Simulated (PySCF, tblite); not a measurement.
# C₇H₁₁NOSi: geometry, infrared bands and NMR shifts

Wanted: the infrared bands and NMR shifts of C₇H₁₁NOSi (`N#CCC[SiH2]O[C@]12C[C@H]1C2`), by calculation.

Programs: tblite 0.8.0 and PySCF 2.14.0, with density-fitted response routines of our own. Each step states its level of theory. These are calculated values for one molecule in the gas phase, unless marked as measured. Atoms count from 0, in the outputs and in this text.

## 1. Starting geometry

21 atoms, charge 0, multiplicity 1; geometry from: force field or distance geometry start.

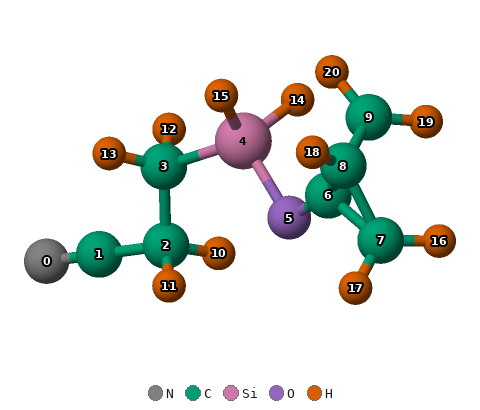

As it starts; nitrogen grey, carbon teal, silicon pink, oxygen purple, hydrogen orange, atoms numbered.

## 2. Optimising the geometry with GFN2-xTB

Job settings and geometry (Å):

```
{"job": {"kind": "relax", "xc": "GFN2-xTB", "basis": "xTB"}, "charge": 0, "multiplicity": 1}
N      5.243100     0.189800    -1.165200
C      4.094800    -0.034900    -1.035200
C      2.690500    -0.358500    -0.843900
C      2.193100     0.560100     0.245900
Si     0.417500     0.347100     0.680500
O     -0.504700    -0.429800    -0.565500
C     -1.718500    -0.217900    -0.337500
C     -2.964800    -0.690600    -1.131600
C     -2.874000     0.514600    -0.202400
C     -2.396100    -0.087400     1.078000
H      2.543600    -1.426900    -0.522900
H      2.092200    -0.229200    -1.760000
H      2.772600     0.245600     1.178000
H      2.477900     1.598600     0.050200
H      0.331100    -0.492300     1.873400
H     -0.278900     1.624700     0.921600
H     -3.403100    -1.621000    -0.756400
H     -3.001000    -0.424700    -2.199600
H     -3.210200     1.510200    -0.427400
H     -2.744700    -1.081400     1.420200
H     -1.769400     0.520700     1.755500
```

Launch:

```console
> OMP_NUM_THREADS=1 python probes_run.py task.json out
```

The driver reads the jobs from task.json and runs them one after another.

The program printed:

```text
step      E/eV     max force
  0    -794.09296    6.308
  1    -794.46011   13.008
  2    -794.64542    6.521
  3    -795.16254    2.291
  4    -795.26600    0.843
  5    -795.35663    1.639
  6    -795.43741    1.214
  7    -795.49434    0.643
  8    -795.55413    0.773
  9    -795.58832    0.688
 10    -795.61726    0.498
 11    -795.64652    0.377
 12    -795.67450    0.429
 13    -795.69917    0.414
 14    -795.71878    0.354
 15    -795.73427    0.266
 16    -795.74813    0.264
 17    -795.75902    0.239
 18    -795.76754    0.224
 19    -795.77584    0.196
 20    -795.78435    0.228
 21    -795.79386    0.263
 22    -795.80392    0.256
 23    -795.81248    0.218
 24    -795.81854    0.152
 25    -795.82320    0.185
 26    -795.82835    0.238
 27    -795.83496    0.223
 28    -795.84200    0.210
 29    -795.84774    0.253
 30    -795.85206    0.225
 31    -795.85589    0.146
 32    -795.85948    0.110
 33    -795.86231    0.102
 34    -795.86428    0.106
 35    -795.86596    0.106
 36    -795.86807    0.117
 37    -795.87084    0.141
 38    -795.87416    0.138
 39    -795.87767    0.145
 40    -795.88123    0.166
 41    -795.88471    0.139
 42    -795.88797    0.131
 43    -795.89131    0.131
 44    -795.89543    0.173
 45    -795.90081    0.211
 46    -795.90676    0.201
 47    -795.91154    0.143
 48    -795.91441    0.116
 49    -795.91651    0.139
 50    -795.91884    0.176
 51    -795.92117    0.155
 52    -795.92307    0.097
 53    -795.92424    0.085
 54    -795.92555    0.128
 55    -795.92655    0.099
 56    -795.92780    0.067
 57    -795.92843    0.062
 58    -795.92960    0.135
 59    -795.93056    0.138
 60    -795.93144    0.087
 61    -795.93199    0.043
 62    -795.93246    0.049
 63    -795.93294    0.057
 64    -795.93341    0.043
 65    -795.93382    0.046
 66    -795.93422    0.051
 67    -795.93469    0.063
 68    -795.93521    0.075
 69    -795.93571    0.047
 70    -795.93612    0.038
 71    -795.93649    0.066
 72    -795.93684    0.045
 73    -795.93719    0.078
 74    -795.93750    0.047
 75    -795.93783    0.048
 76    -795.93820    0.065
 77    -795.93864    0.058
 78    -795.93907    0.045
 79    -795.93952    0.051
 80    -795.94005    0.074
 81    -795.94073    0.122
 82    -795.94142    0.090
 83    -795.94200    0.097
 84    -795.94242    0.103
 85    -795.94283    0.077
 86    -795.94338    0.083
 87    -795.94394    0.059
 88    -795.94445    0.049
 89    -795.94508    0.056
 90    -795.94590    0.095
 91    -795.94689    0.126
 92    -795.94783    0.084
 93    -795.94845    0.064
 94    -795.94862    0.185
 95    -795.94930    0.114
 96    -795.94968    0.038
 97    -795.95008    0.064
 98    -795.95052    0.041
 99    -795.95078    0.044
100    -795.95102    0.052
101    -795.95119    0.043
102    -795.95138    0.050
103    -795.95155    0.029
104    -795.95170    0.034
105    -795.95182    0.041
106    -795.95193    0.035
107    -795.95203    0.034
108    -795.95214    0.022
109    -795.95225    0.018
110    -795.95234    0.023
111    -795.95242    0.022
112    -795.95252    0.023
113    -795.95265    0.026
114    -795.95281    0.025
115    -795.95297    0.025
116    -795.95311    0.024
117    -795.95323    0.025
118    -795.95338    0.027
119    -795.95361    0.035
120    -795.95391    0.046
121    -795.95429    0.055
122    -795.95473    0.039
123    -795.95529    0.046
124    -795.95565    0.045
125    -795.95637    0.049
126    -795.95720    0.096
127    -795.95780    0.088
128    -795.95898    0.113
129    -795.95993    0.084
130    -795.96072    0.044
131    -795.96113    0.043
132    -795.96160    0.053
133    -795.96210    0.038
134    -795.96248    0.033
135    -795.96285    0.064
136    -795.96302    0.037
137    -795.96315    0.034
138    -795.96327    0.022
139    -795.96337    0.016
140    -795.96343    0.017
141    -795.96347    0.019
142    -795.96351    0.012
143    -795.96355    0.013
144    -795.96360    0.016
145    -795.96365    0.016
146    -795.96370    0.017
147    -795.96374    0.017
148    -795.96378    0.016
149    -795.96383    0.021
150    -795.96388    0.025
151    -795.96396    0.031
152    -795.96407    0.028
153    -795.96420    0.024
154    -795.96436    0.029
155    -795.96453    0.024
156    -795.96468    0.030
157    -795.96483    0.040
158    -795.96499    0.037
159    -795.96517    0.031
160    -795.96530    0.023
161    -795.96542    0.022
162    -795.96554    0.023
163    -795.96572    0.030
164    -795.96590    0.029
165    -795.96612    0.031
166    -795.96625    0.022
167    -795.96633    0.020
168    -795.96638    0.018
169    -795.96644    0.019
170    -795.96648    0.014
171    -795.96651    0.011
172    -795.96653    0.014
173    -795.96655    0.012
174    -795.96657    0.013
175    -795.96661    0.015
176    -795.96665    0.017
177    -795.96669    0.019
178    -795.96675    0.019
179    -795.96681    0.025
180    -795.96690    0.028
181    -795.96699    0.022
182    -795.96709    0.018
183    -795.96719    0.019
184    -795.96727    0.015
185    -795.96733    0.014
186    -795.96738    0.013
187    -795.96742    0.019
188    -795.96745    0.014
189    -795.96748    0.022
190    -795.96751    0.009
```

Run time: 1.4 s. Hardware: 1 thread of Arm Neoverse V2, shared host.

Relaxation path: (not every step is listed)

```tsv
step	energy from step 0 (eV)	largest force (eV/Å)
0	0.0000	6.3076
1	-0.3672	13.0079
2	-0.5525	6.5210
3	-1.0696	2.2908
4	-1.1730	0.8432
5	-1.2637	1.6392
6	-1.3445	1.2136
7	-1.4014	0.6426
8	-1.4612	0.7729
25	-1.7302	0.1854
42	-1.7950	0.1314
59	-1.8376	0.1376
76	-1.8452	0.0650
93	-1.8555	0.0641
110	-1.8594	0.0227
127	-1.8648	0.0884
144	-1.8706	0.0161
161	-1.8725	0.0222
178	-1.8738	0.0190
185	-1.8744	0.0145
186	-1.8744	0.0133
187	-1.8745	0.0189
188	-1.8745	0.0137
189	-1.8745	0.0216
190	-1.8745	0.0088
```

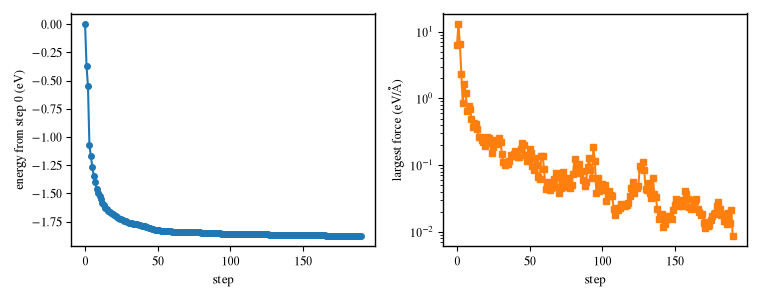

Energy and largest force along the relaxation.

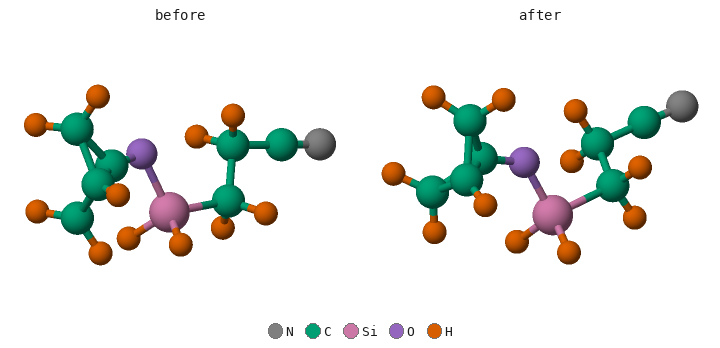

The geometry before (left) and after (right).

Close pairs (by a distance rule), those that changed most:

```tsv
bond	before (Å)	after (Å)	change (Å)
C6–C8	1.375	1.490	+0.115
Si4–O5	1.734	1.626	-0.108
O5–C6	1.253	1.351	+0.097
C6–C9	1.575	1.492	-0.082
C6–C7	1.552	1.491	-0.060
C3–Si4	1.840	1.896	+0.056
C3–H12	1.142	1.090	-0.052
N0–C1	1.177	1.144	-0.033
```

The final coordinates are the input of the step that follows.

## 3. Infrared spectrum with GFN2-xTB

Job settings and geometry (Å):

```
{"job": {"kind": "ir", "xc": "GFN2-xTB", "basis": "xTB"}, "charge": 0, "multiplicity": 1}
N      4.982018    -0.297485    -1.698889
C      3.981895    -0.445209    -1.163852
C      2.721686    -0.588662    -0.483339
C      2.204132     0.777829    -0.020397
Si     0.537126     0.664351     0.876370
O     -0.400404    -0.062994    -0.235526
C     -1.722397    -0.337195    -0.201178
C     -2.738293    -0.306227    -1.292586
C     -2.962331     0.468734    -0.022666
C     -2.648426    -0.654483     0.925270
H      2.861632    -1.256626     0.371109
H      2.004676    -1.049775    -1.167833
H      2.934426     1.228987     0.650777
H      2.130033     1.437651    -0.886300
H      0.634533    -0.168758     2.079765
H      0.035116     1.991663     1.237125
H     -3.335815    -1.191768    -1.484216
H     -2.490191     0.255752    -2.184202
H     -3.179244     1.499440     0.148095
H     -3.242680    -1.561541     0.887076
H     -2.316411    -0.386741     1.921129
```

The program printed:

```text
mode    cm-1     km/mol
  1      24.4      0.21
  2      39.3      1.56
  3      51.0      5.70
  4      69.1      2.14
  5     108.3      0.63
  6     138.4      4.04
  7     159.3      2.02
  8     277.5      1.26
  9     362.0      2.24
 10     388.8      2.03
 11     393.8      5.38
 12     432.5      3.49
 13     499.3     15.53
 14     520.3     70.53
 15     607.7     27.60
 16     622.6     56.64
 17     707.4     68.52
 18     744.9    114.04
 19     765.9     15.37
 20     799.3    186.06
 21     810.2    183.25
 22     854.5    126.77
 23     876.7      1.63
 24     890.6     26.15
 25     907.8     44.76
 26     933.6      0.47
 27     983.8     10.97
 28    1024.0     15.30
 29    1026.1    110.60
 30    1065.6      0.62
 31    1066.3      2.90
 32    1072.3      0.06
 33    1095.2      6.48
 34    1100.8     11.43
 35    1116.2      1.60
 36    1207.5    109.02
 37    1215.0     29.29
 38    1246.3      2.40
 39    1293.1      9.08
 40    1319.5      0.18
 41    1429.6      7.64
 42    1436.8     90.79
 43    1460.3      0.13
 44    1484.3      3.83
 45    1553.5    148.04
 46    2223.5    394.91
 47    2263.5    168.89
 48    2408.9    241.14
 49    2954.6      8.95
 50    2968.4      9.98
 51    2984.5     45.41
 52    3003.9     14.46
 53    3006.2     58.92
 54    3008.5     39.97
 55    3055.7     44.52
 56    3063.8     23.29
 57    3194.2     16.96
```

It took 0.82 s on 1 thread of Arm Neoverse V2, shared host.

The strongest bands and the atoms that carry them (share of the mass-weighted mode):

```tsv
cm⁻¹	km/mol	atoms
745	114.0	H14 24 %, C3 20 %, H13 15 %, H15 11 %
799	186.1	C3 24 %, Si4 24 %, H15 15 %, H14 12 %
810	183.2	H14 47 %, H15 44 %
854	126.8	O5 17 %, Si4 17 %, C6 14 %, H17 12 %
1554	148.0	C6 42 %, C7 11 %, C9 10 %
2224	394.9	H14 73 %, H15 23 %
2264	168.9	H15 74 %, H14 24 %
2409	241.1	C1 60 %, N0 39 %
```

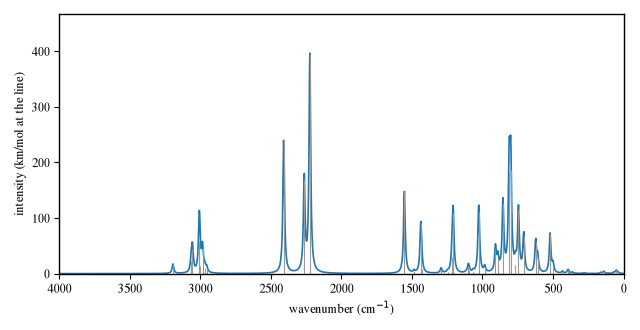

The infrared spectrum from these modes, unscaled. Lines are broadened to a width of 14 cm⁻¹ (Lorentzian).

## 4. Shielding tensors: PBE0/pcSseg-1

The job, as its differences from that of step 3:

```diff
@@ -1,2 +1,2 @@
-{"job": {"kind": "ir", "xc": "GFN2-xTB", "basis": "xTB"}, "charge": 0, "multiplicity": 1}
+{"job": {"kind": "nmr", "xc": "PBE0", "basis": "pcSseg-1"}, "charge": 0, "multiplicity": 1}
 N      4.982018    -0.297485    -1.698889
```

With the program's defaults for keys left out, this is: GIAO PBE0/pcSseg-1 NMR shielding, non-relativistic, gas phase.

The program printed:

```text
coarse grid: 18200 points
cycle   1  E = -691.9273988997  dE =  1.691e+00  |g| = 7.425e-01  |ddm| = 4.251e+00
cycle   2  E = -691.7454674377  dE =  1.819e-01  |g| = 1.214e+00  |ddm| = 1.664e+00
cycle   3  E = -692.0311448026  dE = -2.857e-01  |g| = 2.292e-01  |ddm| = 1.116e+00
cycle   4  E = -692.0416629700  dE = -1.052e-02  |g| = 7.281e-02  |ddm| = 1.894e-01
cycle   5  E = -692.0426053025  dE = -9.423e-04  |g| = 2.820e-02  |ddm| = 7.215e-02
cycle   6  E = -692.0427663082  dE = -1.610e-04  |g| = 5.097e-03  |ddm| = 2.607e-02
cycle   7  E = -692.0427714854  dE = -5.177e-06  |g| = 1.844e-03  |ddm| = 5.884e-03
final grid: 171680 points
cycle   8  E = -692.1110273013  dE = -4.012e-05  |g| = 1.163e-02  |ddm| = 3.532e-02
cycle   9  E = -692.1109950431  dE =  3.226e-05  |g| = 1.741e-02  |ddm| = 2.198e-02
cycle  10  E = -692.1110551387  dE = -6.010e-05  |g| = 1.799e-03  |ddm| = 1.409e-02
cycle  11  E = -692.1110558523  dE = -7.136e-07  |g| = 3.014e-04  |ddm| = 1.944e-03
cycle  12  E = -692.1110558613  dE = -8.966e-09  |g| = 2.379e-04  |ddm| = 4.124e-04
cycle  13  E = -692.1110558723  dE = -1.100e-08  |g| = 6.391e-05  |ddm| = 1.870e-04
cycle  14  E = -692.1110558731  dE = -8.504e-10  |g| = 1.374e-05  |ddm| = 5.252e-05
converged SCF energy = -692.1110558731

GIAO shielding tensors (ppm)
atom      isotropic    diamagn.    paramagn.     s11        s22        s33       span
  0 N      -29.597     338.373    -367.970   -197.153   -187.842    296.203    493.356
  1 C       61.296     256.795    -195.498    -60.546    -50.753    295.187    355.733
  2 C      174.534     245.467     -70.933    163.076    174.615    185.911     22.835
  3 C      171.655     255.793     -84.138    161.030    172.891    181.045     20.015
  4 Si     370.076     882.670    -512.595    327.546    356.106    426.575     99.029
  5 O      329.186     400.273     -71.087    288.778    338.846    359.933     71.155
  6 C      132.931     226.929     -93.998    100.173    112.997    185.624     85.451
  7 C      149.880     257.029    -107.149    138.116    143.271    168.254     30.139
  8 C      183.031     268.689     -85.658    154.035    196.047    199.010     44.974
  9 C      153.328     257.933    -104.605    143.155    146.751    170.078     26.923
 10 H       29.585      27.817       1.768     24.069     29.571     35.114     11.045
 11 H       29.111      30.566      -1.455     22.683     30.371     34.279     11.595
 12 H       30.998      31.152      -0.154     26.292     29.488     37.214     10.922
 13 H       30.335      33.507      -3.172     26.412     29.250     35.344      8.931
 14 H       26.884      31.666      -4.781     22.996     26.086     31.572      8.576
 15 H       26.981      31.599      -4.617     22.990     26.141     31.813      8.822
 16 H       30.831      30.190       0.641     25.719     27.373     39.400     13.681
 17 H       29.696      32.269      -2.573     25.055     26.345     37.689     12.635
 18 H       29.761      35.304      -5.543     25.135     26.948     37.198     12.063
 19 H       30.946      30.271       0.675     25.646     27.319     39.873     14.227
 20 H       29.812      33.182      -3.370     24.796     27.335     37.306     12.511
```

Run time: 47 s. Hardware: 1 thread of Arm Neoverse V2, shared host; peak memory 1.1 GiB.

The references, computed at this level on geometries of the same kind, shield at (ppm): ¹H TMS 31.72, ¹³C TMS 186.9, ²⁹Si TMS 349.2, ¹⁵N NH3 267.7, ¹⁷O H2O 336.1. Their shielding less the atom's gives the shift. The references are single molecules in the gas phase, so shifts against H2O, NH3, PH3, H3PO4 or CFCl3 are not on the usual liquid scales and can be off by tens of ppm. Atoms listed in one row are averaged.

```tsv
atoms	environment	σ (ppm)	δ (ppm)	δ scaled to CDCl3
C1	nitrile carbon	61.3	125.6	120.7
C6	three-membered-ring carbon	132.9	54.0	50.8
C7, C9	three-membered-ring carbon	151.6	35.3	32.6
C3	sp3 CH2 bonded to Si	171.7	15.3	13.0
C2	sp3 CH2 α to a nitrile	174.5	12.4	10.2
C8	three-membered-ring carbon	183.0	3.9	1.9
H14, H15	hydrogen on a silicon bonded to C, O	26.93	4.78	–
H10, H11	hydrogen on an sp3 CH2 α to a nitrile	29.35	2.37	2.34
H17, H20	hydrogen on a three-membered-ring carbon	29.75	1.96	1.96
H18	hydrogen on a three-membered-ring carbon	29.76	1.96	1.95
H12, H13	hydrogen on an sp3 CH2 bonded to Si	30.67	1.05	1.10
H16, H19	hydrogen on a three-membered-ring carbon	30.89	0.83	0.89
N0	nitrile nitrogen	-29.6	297.3	–
Si4	silicon bonded to C, O, 2 H	370.1	-20.9	–
O5	oxygen bonded to C, Si	329.2	6.9	–
```

The scaled column applies a straight-line fit of computed shieldings to shifts measured in CDCl3 (root-mean-square error 0.16 ppm for H, 1.9 ppm for C).

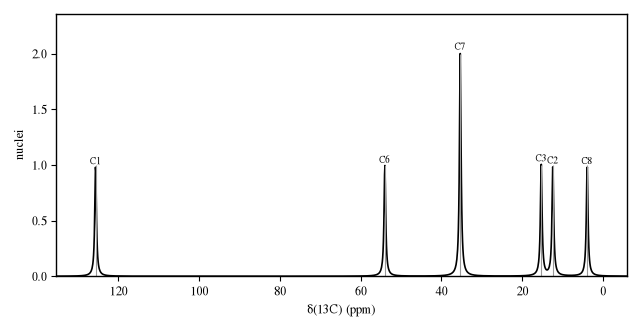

¹³C lines at the computed shifts, without couplings. Lines are broadened to a width of 0.49 ppm (Lorentzian).

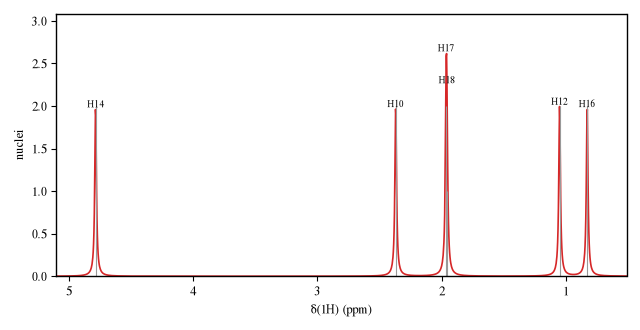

¹H lines at the computed shifts, without couplings. Lines are broadened to a width of 0.02 ppm (Lorentzian).

The run also stored atomic charges by several schemes (e):

```tsv
atoms	Mulliken	IAO	Hirshfeld	ESP fit
N0	-0.25	-0.26	-0.24	-0.48
C1	0.06	0.14	0.09	0.34
C2	-0.22	-0.29	-0.04	-0.06
C3	-0.55	-0.54	-0.15	-0.18
Si4	0.84	1.01	0.41	0.51
O5	-0.60	-0.60	-0.20	-0.38
C6	0.11	0.20	0.07	0.37
C7, C9	-0.13	-0.28	-0.08	-0.52
C8	-0.20	-0.19	-0.07	-0.02
```

Hirshfeld charges:

N0 -0.24; C1 0.09; C2 -0.04; C3 -0.15; Si4 0.41; O5 -0.20; C6 0.07; C7 -0.08; C8 -0.07; C9 -0.09; H10 0.07; H11 0.06; H12 0.05; H13 0.05; H14 -0.08; H15 -0.08; H16 0.04; H17 0.05; H18 0.06; H19 0.04; H20 0.05

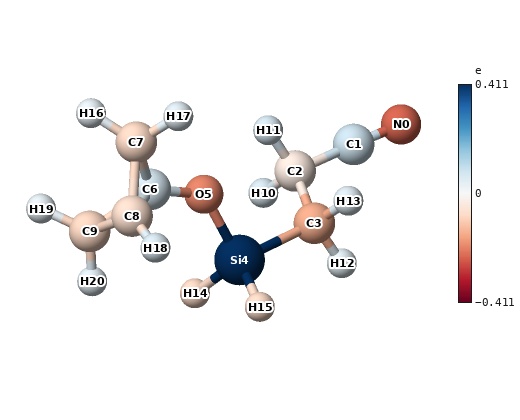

Hirshfeld charges, as colours on the atoms.

Mayer bond orders: N0–C1 3.07, C1–C2 1.03, C2–C3 1.02, C3–Si4 0.91, Si4–O5 0.93, O5–C6 0.93, C6–C7 1.01, C7–C8 0.95, C8–C9 0.94, C8–C6 0.82, C9–C6 1.01.

Ring of atoms C6, C7, C8: NICS(0) -44.6, NICS(1) -9.4, NICS(1)zz -17.5 ppm (means of both faces; NICS(1) differs between them: -13.1 and -5.6).

In rings of three or four atoms NICS is ruled by the nearby σ bonds, so it says little on aromaticity.

Ring of atoms C6, C8, C9: NICS(0) -44.4, NICS(1) -9.5, NICS(1)zz -18.2 ppm (means of both faces; NICS(1) differs between them: -13.2 and -5.8).

In rings of three or four atoms NICS is ruled by the nearby σ bonds, so it says little on aromaticity.

## 5. Results

| quantity | value |
| --- | --- |
| strongest single infrared mode (GFN2-xTB) | 2224 cm⁻¹, 395 km/mol |
| zero-point energy (GFN2-xTB) | 100.5 kcal/mol |
| ¹³C shifts against TMS (PBE0/pcSseg-1, means over atoms taken as alike) | 125.6, 54.0, 35.3, 15.3, 12.4, 3.9 ppm |
| ¹H shifts against TMS (PBE0/pcSseg-1, means over atoms taken as alike) | 4.78, 2.37, 1.96, 1.96, 1.05, 0.83 ppm |
| ¹⁵N shifts against NH3 (PBE0/pcSseg-1) | 297.3 ppm |
| ²⁹Si shifts against TMS (PBE0/pcSseg-1) | -20.9 ppm |
| ¹⁷O shifts against H2O (PBE0/pcSseg-1) | 6.9 ppm |

Relaxing lowered the energy by 1.875 eV in 190 steps; the close pair that moved most is C6–C8, from 1.375 to 1.490 Å. No mode is imaginary among the 57: a minimum at this level. The strongest single mode, at 2224 cm⁻¹, moves mainly H14. GFN2-xTB is a fitted tight-binding method: band positions and strengths are rough. Its intensities can rank the bands wrongly. C1 (nitrile carbon) lies farthest downfield among carbon, at 125.6 ppm; C≡N carbons fall here, among the sp2 signals but without a proton. At PBE0/pcSseg-1: The widest tensor belongs to N0: span 493 ppm, with a paramagnetic part of -368 ppm.
